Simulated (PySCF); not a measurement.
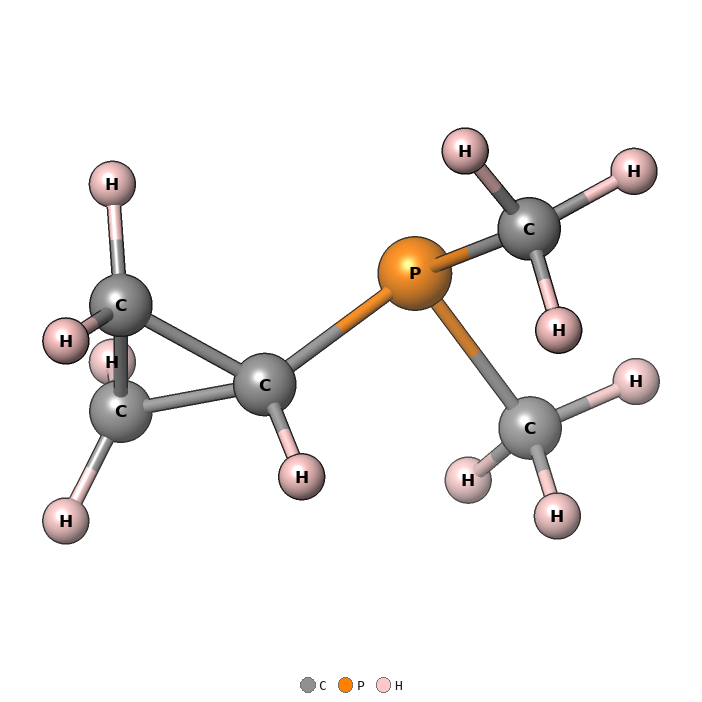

Distant atoms are faded towards the background colour. Computed geometry: PBE0-D3(BJ)/def2-SVP optimisation. No frequency run is at hand to confirm it as a minimum.

**Which symmetry elements does this geometry have?**

It has 1 mirror plane, so the point group is Cs. The group has 2 operations. The geometry is achiral, and symmetry allows a dipole moment.
